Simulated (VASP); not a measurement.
Input:

```yaml
crystal:
  lattice:
    - [3.13004, 0.00000, 0.00000]
    - [-1.56502, 2.71070, 0.00000]
    - [0.00000, 0.00000, 6.58040]
  atoms:
    - { symbol: Hf, position: [0.33333, 0.66667, 0.03610] }
    - { symbol: Hf, position: [0.66667, 0.33333, 0.53610] }
    - { symbol: O, position: [0.33333, 0.66667, 0.33890] }
    - { symbol: O, position: [0.66667, 0.33333, 0.83890] }
```

The numbers are results of PBEsol GGA, VASP's PBE PAW potentials (set 64) (plane waves; VASP 6.6.1), not measurements. Settings: 520 eV cut-off, 13×13×5 Γ-centred mesh, tetrahedra with Blöchl corrections, potentials Hf_pv O.

Unless said otherwise, spin-orbit coupling is left out, though it shifts the bands of the heavy elements here.

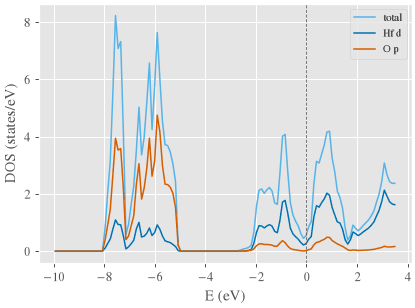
*Total and projected density of states, zero at the Fermi level*

Within 2 eV below the Fermi level the largest weight inside VASP's projection spheres is Hf d, then Hf p.

It has no gap at this level: it comes out as a metal or semimetal.

The structure was generated: HfO was put into the wurtzite type (P6_3mc), which need not be its known phase. It was relaxed first, which changed the volume by -35 %.
